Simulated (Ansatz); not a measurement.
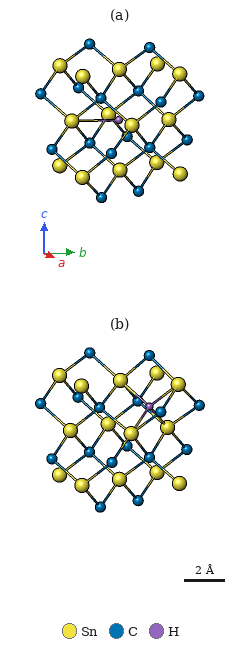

The structure of a defect cell of composition Sn32C32H (cell charge −1) before (top) and after (bottom) a relaxation, at one scale.

A ball-and-stick model of the atoms within 5.0 Å of the atom that moves most (axes of the cell of the calculation (origin shifted)), seen slightly off an axis.

Theory: Ansatz 0.2.0, DFT, PBEsol, PAW, plane waves. (plane-wave cutoff 420 eV; k-point mesh 1 × 1 × 1; mesh shifted by (0.25, 0.25, 0.25); no spin polarisation; atoms relaxed in a fixed cell; force threshold 0.03 eV/Å; at most 80 steps)

Summarise the run.

After 12 geometry steps the energy has fallen by 2.402 eV per cell of the calculation. Largest force component: 1.6 eV/Å at the start, 0.017 eV/Å at the end. The largest move is that of the H atom, 2.17 Å along [1 1 1]. By element the largest moves are H 2.17 Å, Sn 0.12 Å, C 0.11 Å. The lattice vectors keep their values. Near-neighbour distances that change, for instance: H–Sn 4.400 → 2.104 Å, H–Sn 2.442 → 4.184 Å, H–Sn 2.570 → 2.108 Å, H–Sn 2.495 → 2.109 Å. New bonds form, among them: H–Sn (4.40 → 2.10 Å). Among the angles between lasting bonds that change: C–Sn–C 112.0° → 106.3°, Sn–C–Sn 108.7° → 103.4°, Sn–C–Sn 108.5° → 103.4°. The run took 9.8 s on 1 × NVIDIA GB200 with 8 threads of Arm Neoverse-V2, peak memory 1.9 GiB.

Limits of the set-up: the cell is charged, on a uniform background, and energies carry no finite-size correction.
